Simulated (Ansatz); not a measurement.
## Fields on a plane of BP (zinc blende)

```
CELL_PARAMETERS angstrom
      0.00000     2.26828     2.26828
      2.26828     0.00000     2.26828
      2.26828     2.26828     0.00000
ATOMIC_POSITIONS crystal
  P  0.75000 0.75000 0.75000
  B  0.00000 0.00000 0.00000
```

The slice is a {100} plane (indices of the conventional cell) through the point (0.750, 0.750, 0.750) (fractional), spanned by u = [100] and v = [0 1 -1] in vectors of this cell: u (3.21 Å) and v (3.21 Å, at 90° to u). It covers one period; positions are fractions (u, v).

Atoms on it: P at (0.00, 0.00).

These are r2SCAN (plane waves to 500 eV, PAW, scalar-relativistic; Ansatz, an electronic-structure program) values and carry that method's errors. k mesh 12×12×12. Near the nuclei the fields are pseudised (PAW); where an atom keeps semicore shells as valence, they peak there. BP was relaxed with its symmetry unable to fall.

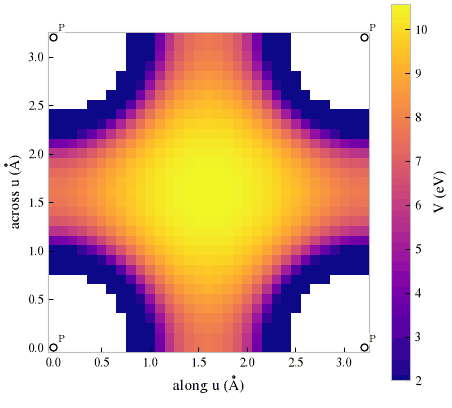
*Electrostatic potential energy of an electron, from the cell's mean, in eV, one period of the plane, atoms marked. Points within 0.8 Å of a nucleus are left white, as the pseudised field means little there. Values under 2 eV are set to 2. The zero, the cell's mean, hangs on the PAW cores.*

```
v \ u  0.00  0.12  0.25  0.38  0.50  0.62  0.75  0.88
-----  ----  ----  ----  ----  ----  ----  ----  ----
0.88   0.09  0.41  0.75  0.59  0.34  0.59  0.75  0.41
0.75   0.82  0.75  0.56  0.27  0.13  0.27  0.56  0.75
0.62   0.71  0.59  0.27  0.06  0.03  0.06  0.27  0.59
0.50   0.45  0.34  0.13  0.03  0.01  0.03  0.13  0.34
0.38   0.71  0.59  0.27  0.06  0.03  0.06  0.27  0.59
0.25   0.82  0.75  0.56  0.27  0.13  0.27  0.56  0.75
0.12   0.09  0.41  0.75  0.59  0.34  0.59  0.75  0.41
0.00      x  0.09  0.82  0.71  0.45  0.71  0.82  0.09
```

Values: electron localisation function (ELF). Points within 0.4 Å of a nucleus are blanked (x), as the pseudised field means little there.
